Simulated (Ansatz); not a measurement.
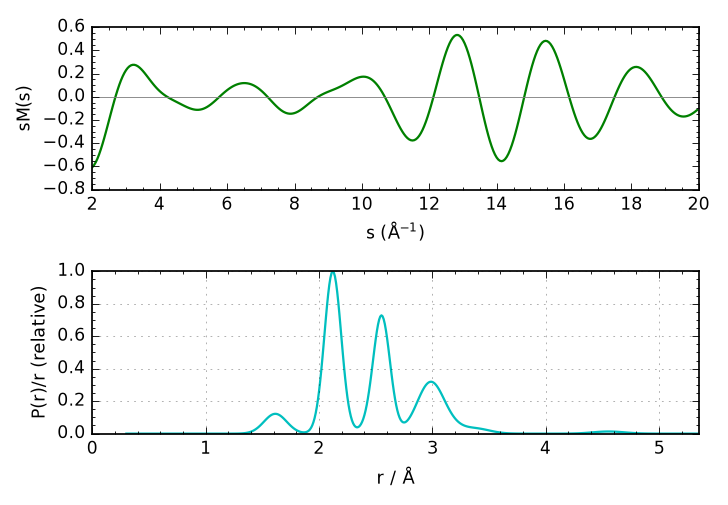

Simulated gas electron diffraction: reduced molecular intensity sM(s) from the Debye equation in the first Born approximation (top) and the radial distribution curve (bottom) of AlH₂NaS. Each pair of atoms contributes with weight ZᵢZⱼ/r; damping constant 0.0015 Å²; vibrational amplitudes assumed, not computed: 0.05 Å for bonds, 0.078 Å for bonds to H, 0.06 + 0.015 r up to 0.15 Å for other pairs. The geometry is the end point of an optimisation (Ansatz 0.2.0, RKS B3LYP/def2-SVP); it may be a saddle point or a higher isomer. SMILES: [Na][S][AlH2].

> Read the positions of the first 4 clear peaks and name the main pairs (– for bonds).

Peak 1, 1.61 Å: Al–H 1.59–1.64 Å (×2), not resolved
Peak 2, 2.12 Å: S–Al 2.12 Å
Peak 3, 2.55 Å: S–Na 2.55 Å
Peak 4, 2.99 Å: Al···Na 2.98 Å, S···H 3.15 Å, not resolved; in its flanks S···H 3.39 Å
